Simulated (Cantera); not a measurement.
Feed: 1 mol SiO₂, 0.59 mol CH₄, 1.4 mol CO, equilibrated at 760000 Pa.

Cantera equilibrium calculation (NASA polynomials, part measured and part estimated; ideal gas, pure solids and liquids). Candidate condensed phases: C, C₆H₆, C₇H₈, C₈H₁₈, H₂O, Si, SiC, SiO₂; 123 gas species. Mutual solubility and eutectic melting of coexisting phases are not modelled. The tables hold silica as quartz up to 1696 K and as liquid above; real silica turns to tridymite and cristobalite and melts near 1996 K. Gases not in the tables: Si(OH)₄, Si₂H₆ and higher silanes. Rates play no part.

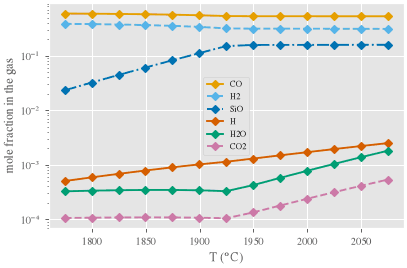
Figure. Equilibrium gas composition (values under 1e-9 drawn at 1e-9)

From 1775 °C to 1925 °C the condensed part is SiC(s) + SiO₂(l). From 1950 °C to 2075 °C the condensed part is SiO₂(l). The share of Si in condensed phases is highest at 1775 °C (92.9 %) and lowest at 2075 °C (40.1 %).
